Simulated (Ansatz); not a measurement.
# CH5FNSi (doublet): what the fields show

Input file:

```
crystal:
  periodic: [false, false, false]
  atoms:
    - symbol: C
      position_ang: [3.734556, -0.540310, 1.566656]
    - symbol: F
      position_ang: [1.099109, -1.109771, 0.757371]
    - symbol: "N"
      position_ang: [1.475770, 0.720955, 2.907757]
    - symbol: Si
      position_ang: [2.014959, 0.120868, 1.376520]
    - symbol: H
      position_ang: [4.447761, -0.134387, 2.303556]
    - symbol: H
      position_ang: [4.140305, -1.328307, 0.910006]
    - symbol: H
      position_ang: [1.870815, 1.239897, 0.393035]
    - symbol: H
      position_ang: [1.585127, 0.142847, 3.746059]
    - symbol: H
      position_ang: [0.615208, 1.273397, 2.962524]
basis:
  gaussian:
    orbitals: def2-TZVPD
magnetization:
  spin_polarized: true
  initial_magnetization: 1
hamiltonian:
  xc: pbe0
output:
  forces: true
  orbitals: {seedname: orbitals}
```

Run with:

```sh
ansatz run input.yaml --threads 2 --pin off --max-ram 4350MiB --events-out events.jsonl --progress --plain --runs-dir runs
```

Geometry: BLYP-D3(BJ)/def2-SVP.

All numbers below come from isolated molecule in a Gaussian basis; Kohn-Sham density functional theory, functional PBE0 in Ansatz 0.2.0.

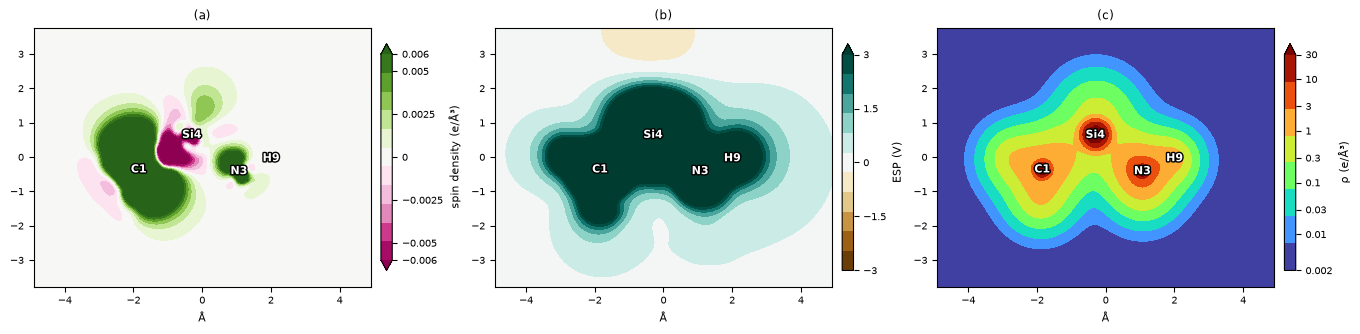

Figure 1. (a) spin density; (b) molecular electrostatic potential; (c) total electron density on the plane of atoms C1, Si4 and N3.

Interpret the plot.

- The section cuts through C, N, Si and H sites.
- Si–N (1.73 Å): the density is about 1.1 e/Å³ at the midpoint.
- C–Si (1.85 Å): ρ at the midpoint is about 1 e/Å³.
- N–H (1.02 Å): the density is about 2.8 e/Å³ at the midpoint.
- The unpaired spin (1 electron) lies mostly on C1 (about 0.8) and Si4 (about 0.1), in electrons by Hirshfeld's partition.
- Outside the dense part of the molecule the potential is most negative (−0.4 V) near F2, which lies off the plane.

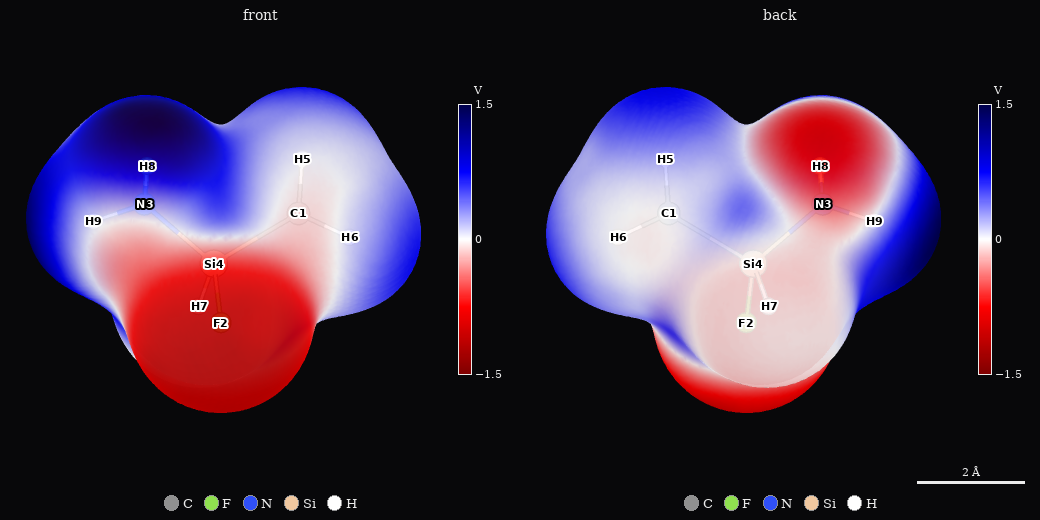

Figure 2. The electrostatic potential painted on the density surface at 0.001 e/bohr³, seen from the front and from behind; red is negative and blue positive.

Describe the electrostatic potential map.

The most negative region (about −1.2 V) lies over F2, the most positive (about +1.5 V) over H8 and H9.

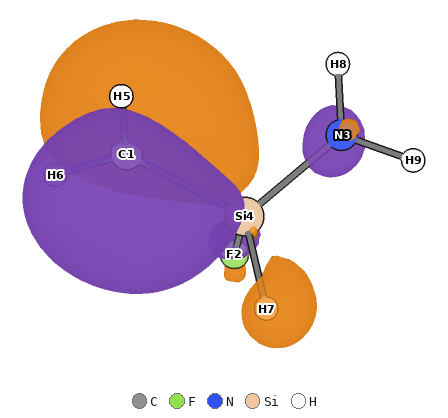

Figure 3. The LUMO (β) at ±0.1 Å⁻³ᐟ² (orange and purple are the two phases), seen at an oblique angle.

Describe this orbital and give its energy.

Its weight (Hirshfeld) is mainly on C1 (about 60 %), Si4 (about 20 %), H5 (about 5 %) and H6 (about 5 %). Its energy is −2.61 eV.

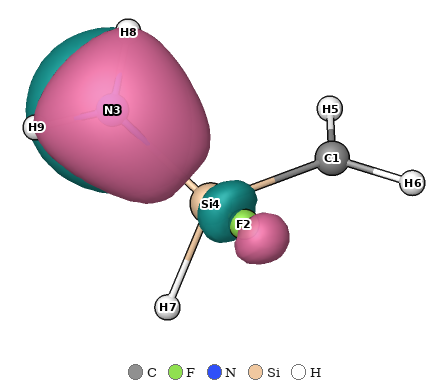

Figure 4. One frontier orbital at ±0.15 Å⁻³ᐟ² (teal and pink are the two phases), seen at a tilt.

Which orbital is it: HOMO (β) or LUMO (β)?

The HOMO (β), at −8.06 eV. By Hirshfeld shares it lies mainly on N3 (about 70 %); largely a lone pair of N3.
